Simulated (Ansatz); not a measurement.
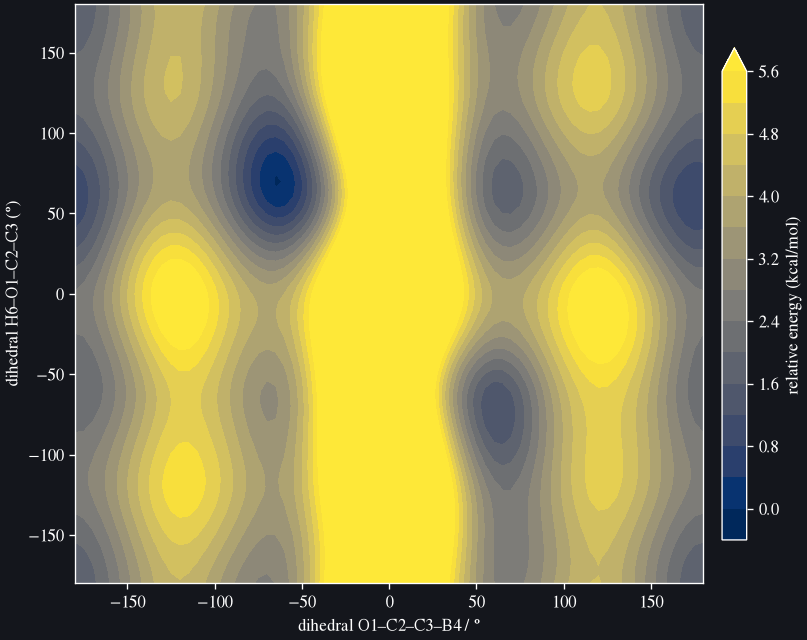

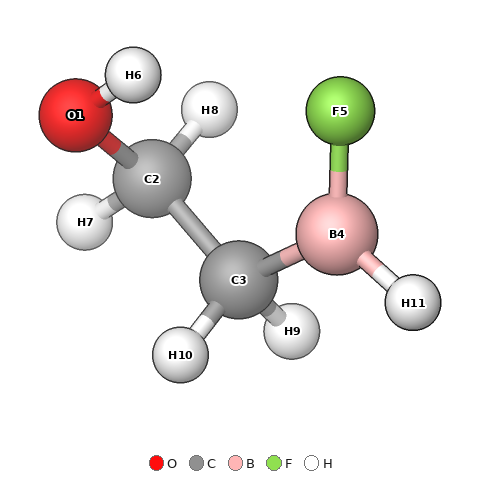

Energy landscape of C2H6BFO, SMILES OCCBF. 
- The first coordinate is: dihedral O1–C2–C3–B4; the second: dihedral H6–O1–C2–C3.
- Nothing is relaxed (all other coordinates rigid).
- Grid: 12 × 12 points.
- Energies: kcal/mol, counted from the relaxed molecule at the same level.
- All numbers below come from Ansatz, RKS PBE-D4/def2-TZVP.

Drawn: filled contours, one colour for all values above the top of the scale. Between grid points the surface is interpolated. The second picture is the structure at the lowest point.

Q: Summarise what can be read from the map.

A: The lowest grid point is at dihedral O1–C2–C3–B4 = −60°, dihedral H6–O1–C2–C3 = 60°, 0.15 kcal/mol from the relaxed molecule at the same level. The bottom of the well lies between grid points, at about dihedral O1–C2–C3–B4 = −65°, dihedral H6–O1–C2–C3 = 70°, about 0.18 kcal/mol lower on the interpolated surface. There are further wells near dihedral O1–C2–C3–B4 = −180°, dihedral H6–O1–C2–C3 = 60° (0.7 kcal/mol above the lowest at that grid point); dihedral O1–C2–C3–B4 = 60°, dihedral H6–O1–C2–C3 = −60° (1.2 kcal/mol above the lowest at that grid point); dihedral O1–C2–C3–B4 = −180°, dihedral H6–O1–C2–C3 = −180° (1.5 kcal/mol above the lowest at that grid point). The highest grid point, dihedral O1–C2–C3–B4 = 0°, dihedral H6–O1–C2–C3 = 0°, lies 14.0 kcal/mol above the lowest. On the interpolated surface the easiest way out of the lowest well to the well at dihedral O1–C2–C3–B4 = −180°, dihedral H6–O1–C2–C3 = 60° passes a barrier of about 3.8 kcal/mol, counted from the interpolated bottom of the well. Round the minimum the two coordinates are weakly coupled (coupling 0.13 in units of the two stiffnesses).

The values on the grid:

```tsv
dihedral H6–O1–C2–C3 ↓, dihedral O1–C2–C3–B4 →	−180	−150	−120	−90	−60	−30	0	30	60	90	120	150
150	2.0	3.3	4.4	3.1	2.9	7.3	10.7	6.2	3.1	3.9	4.9	3.3
120	2.1	3.4	4.4	2.7	2.1	6.9	11.3	6.3	3.0	3.9	4.9	3.3
90	1.4	3.0	3.9	1.9	0.6	5.2	10.7	6.1	2.2	3.1	4.1	2.5
60	0.9	2.8	3.9	2.0	0.2	4.1	10.2	6.2	1.9	2.7	3.7	1.9
30	1.5	3.7	5.2	3.4	2.2	6.0	11.9	7.2	2.9	3.6	4.9	2.9
0	2.4	4.4	6.3	4.6	4.0	8.3	14.1	8.0	3.9	4.7	6.2	4.2
−30	2.3	3.8	5.8	4.4	3.9	8.4	12.6	6.4	3.0	4.3	6.0	4.4
−60	2.1	3.2	5.0	3.9	3.4	7.9	11.3	4.8	1.4	3.4	5.2	3.9
−90	2.5	3.6	5.2	4.2	3.5	7.7	11.7	5.7	1.5	3.2	5.0	3.9
−120	2.7	4.0	5.5	4.4	3.7	7.3	11.9	7.0	2.5	3.4	5.0	3.9
−150	2.1	3.5	4.9	3.9	3.3	6.7	10.9	6.9	2.8	3.3	4.6	3.3
−180	1.7	3.1	4.4	3.2	3.0	6.8	10.2	6.3	2.8	3.3	4.4	3.0
```

Each point was launched as `ansatz run input.yaml --threads 1 --pin off --max-ram 2560MiB --backend cpu --events-out ev --progress --plain --runs-dir out`. Time for the 144 points that were run: 8.3 min on 1 thread of Intel(R) Xeon(R) 6975P-C (Granite Rapids) (shared host).
